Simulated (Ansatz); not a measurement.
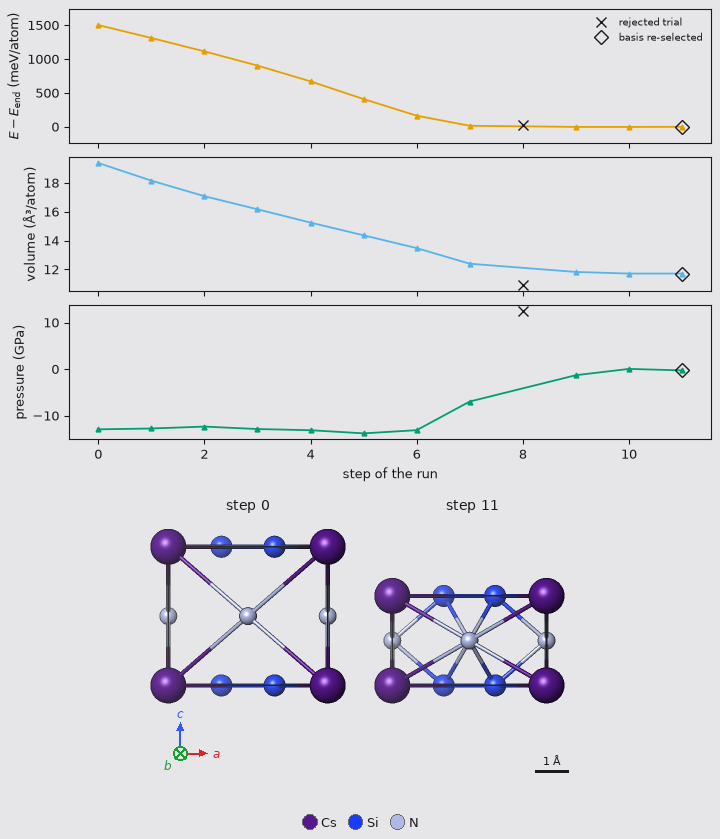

First and last geometry of a relaxation of a crystal of CsSi₂N₃ (a generated structure, set up in P6/mmm) (coarse preliminary run), with the history of the run. A ball-and-stick model of the cell of the calculation, seen along the b axis.

These are results of Ansatz, DFT PBE, scalar-relativistic, plane waves, PAW, not measurements.

Input file:
```yaml
crystal:
  lattice:
    - [5.62690514, 0.0, 0.0]
    - [-2.81345257, 4.87304279, 0.0]
    - [0.0, 0.0, 4.24042647]
  atoms:
    - { symbol: Cs, position: [0.0, 0.0, 0.0] }
    - { symbol: Si, position: [0.66666667, 0.33333333, 0.0] }
    - { symbol: Si, position: [0.33333333, 0.66666667, 0.0] }
    - { symbol: "N", position: [0.5, 0.0, 0.5], spin: 1.0 }
    - { symbol: "N", position: [0.5, 0.5, 0.5], spin: 1.0 }
    - { symbol: "N", position: [0.0, 0.5, 0.5], spin: 1.0 }
basis:
  ecutwfc: 420
kpoints:
  mp_grid: { grid: [6, 6, 4] }
hamiltonian:
  xc: pbe
scf:
  occupations: { method: gaussian, width: 0.1 }
  lower_state_search: "off"
output:
  forces: true
  stress: true
  eigenvalues: true
  populations: true
magnetization:
  spin_polarized: true
relax:
  adjacent_minimum: "off"
  f_tol: 0.04
  max_steps: 70
  cell: { stress_tol: 0.4 }
```

Launched with:
```bash
ansatz run input.yaml --threads 1 --pin off --max-ram 2560MiB --backend cpu --events-out ev --progress --plain --runs-dir out
```

Q: Read the history and describe the run.

A: It converged. The atoms keep their places relative to the cell (all moves are under 0.005 Å). The volume changes by −39.5 %, with a = b 5.627 → 5.445 Å (−3.2 %), c 4.240 → 2.737 Å (−35.4 %). Among the contacts that change: Cs1–Cs1 4.240 → 2.737 Å, Si2–Si2 4.240 → 2.737 Å, Si2–N4 2.671 → 2.084 Å, Cs1–N4 3.523 → 3.047 Å. Among the angles between lasting bonds that change: Cs1–N4–Cs1 106.0° → 126.6°. The space group stays P6/mmm (No. 191). After 9 accepted moves (11 points after the start) the energy has fallen by 1502 meV per atom. All forces vanish by symmetry, so only the cell relaxes. The pressure goes from −12.92 to −0.27 GPa. The line search rejected the trial step at point 8 of the run. The SCF was repeated once at an unchanged geometry on a basis and grid sized afresh for the cell, which shifted the energy by 2.1 meV per atom at most. The program noted that the starting moments weren't kept. The run may lie on a higher electronic state than the lowest, so the end point isn't shown to be the ground-state structure.

| step | E − E(0), meV/atom | pressure, GPa | volume, Å³/atom | note |
| --- | --- | --- | --- | --- |
| 0 | 0.00 | -12.92 | 19.379 |  |
| 1 | -190.81 | -12.74 | 18.155 |  |
| 2 | -388.68 | -12.33 | 17.077 |  |
| 3 | -598.27 | -12.86 | 16.169 |  |
| 4 | -831.49 | -13.11 | 15.247 |  |
| 5 | -1092.78 | -13.78 | 14.366 |  |
| 6 | -1338.28 | -13.10 | 13.479 |  |
| 7 | -1486.81 | -6.95 | 12.397 |  |
| 8 | -1476.75 | 12.46 | 10.905 | rejected |
| 9 | -1503.59 | -1.30 | 11.827 |  |
| 10 | -1504.29 | 0.05 | 11.715 |  |
| 11 | -1502.15 | -0.27 | 11.715 | same geometry, new basis |

Limits of the set-up: the k-point mesh is coarse for a cell with partly filled bands.
